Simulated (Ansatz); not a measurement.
## Strength of the C–Ge bond: GeH(CH3)(NH2) → GeH(NH2) + CH3

Gas-phase species: GeH(CH3)(NH2), doublet; GeH(NH2), singlet; CH3 (methyl radical) `[CH3]`, doublet. 

Shapes, held fixed at every level: PBE0-D4/def2-TZVP. Flexible molecules stand in one conformer, not always the lowest. Programs: Ansatz 0.2.0. The zero-point and thermal change to 298 K, harmonic and unscaled (PBE0-D4/def2-TZVP), is -13.8 kJ/mol.

```
                level                   kind  ΔH(298 K) (kJ/mol)  less CCSD(T)/def2-TZVPP
         MP2/def2-SVP    perturbation theory              +159.1                     +1.6
          HF/def2-SVP           Hartree–Fock              +106.2                    -51.3
  B3LYP-D4/def2-TZVPP          global hybrid              +140.7                    -16.8
   PBE0-D4/def2-TZVPP          global hybrid              +165.1                     +7.6
r2SCAN0-D4/def2-TZVPP          global hybrid              +160.6                     +3.1
    B2PLYP/def2-TZVPP          double hybrid              +144.8                    -12.7
   CCSD(T)/def2-TZVPP  coupled cluster or CI              +157.5                      0.0
```

The highest level, CCSD(T)/def2-TZVPP, gives ΔH(298 K) = +157.5 kJ/mol; the levels span +106.2 to +165.1. A fragment pairs its electrons up again, so this isn't a typical strength of such a bond. The column of differences is taken from that level and isn't an error. No measured value is set beside it here. Open shells run unrestricted. Relativity is left out for Ge. Outer-core shells of Ge are correlated, in sets that cover them unevenly.

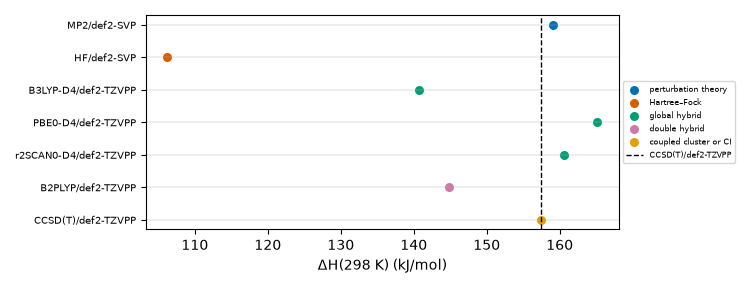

The values of the table, level by level.
